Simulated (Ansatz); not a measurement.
The crystal is SrTiO3 (I4/mcm).

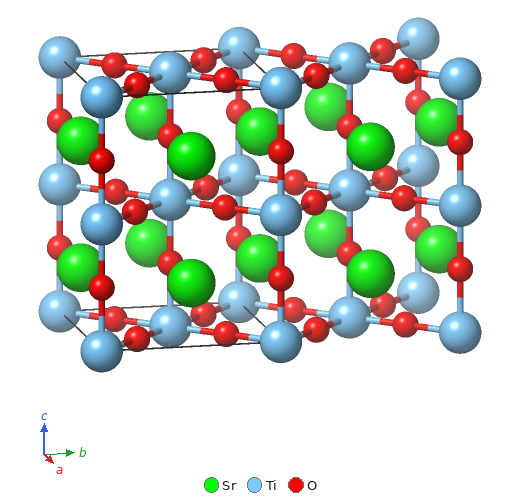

The structure (strontium green, titanium blue, oxygen red). 1×2×1 conventional cells are drawn. Some periodic images of atoms are drawn too.

```cif
data_structure
_symmetry_space_group_name_H-M 'P 1'
_symmetry_Int_Tables_number 1
_cell_length_a 5.5118
_cell_length_b 5.5118
_cell_length_c 5.5118
_cell_angle_alpha 120.010
_cell_angle_beta 120.010
_cell_angle_gamma 89.983
_cell_volume 118.39
loop_
_atom_site_label
_atom_site_type_symbol
_atom_site_fract_x
_atom_site_fract_y
_atom_site_fract_z
_atom_site_occupancy
Sr1 Sr 0.75000 0.25000 0.50000 1
Sr2 Sr 0.25000 0.75000 0.50000 1
Ti3 Ti 0.00000 0.00000 0.00000 1
Ti4 Ti 0.50000 0.50000 0.00000 1
O5 O 0.25000 0.25000 0.00000 1
O6 O 0.75000 0.75000 0.00000 1
O7 O 0.74510 0.24510 0.99020 1
O8 O 0.24510 0.25490 0.50000 1
O9 O 0.25490 0.75490 0.00980 1
O10 O 0.75490 0.74510 0.50000 1
```

The cell and positions come from the Crystallography Open Database and are kept as given unless a step says otherwise.

Gaps computed with Ansatz 0.2.0 without a self-energy: PBE 1.91 eV, PBE+SOC 1.89 eV and HSE06 3.36 eV.

Question: What gap should G0W0 on PBE give (4×4×4 mesh, 1991 empty bands, screening to 380 eV, hard PAW files)?

About 3.56 eV: on its mesh the run moves the gap from 1.89 eV by +1.66 eV. Among the scalar-relativistic levels given, HSE06 is nearest (−0.20 eV). Bands and cutoff are finite, so the gap is not at the basis limit. The miss can reach some tenths of an eV and take either sign; the mesh is an error of its own. The many-body steps are scalar-relativistic: spin-orbit coupling is not in them.

[Paths, hosts, dates, memory and timing lines, banners, echoed tables and standing remarks are left out of the program output.]

[Logs are printed without paths, hosts, clocks, repeated set-up lines and the standing remarks that a program may print on its own settings, such as how far it seeks lower states.]

[Runs of the session that timed out or met a known fault of the program may be left out.]

[Cells called generated may have been cut or substituted from an entry of the Crystallography Open Database or the Materials Project.]

[Hosts, paths, dates, database ids (printed as entryN), source tags and the programs' standing remarks are cut or masked in the printed files.]
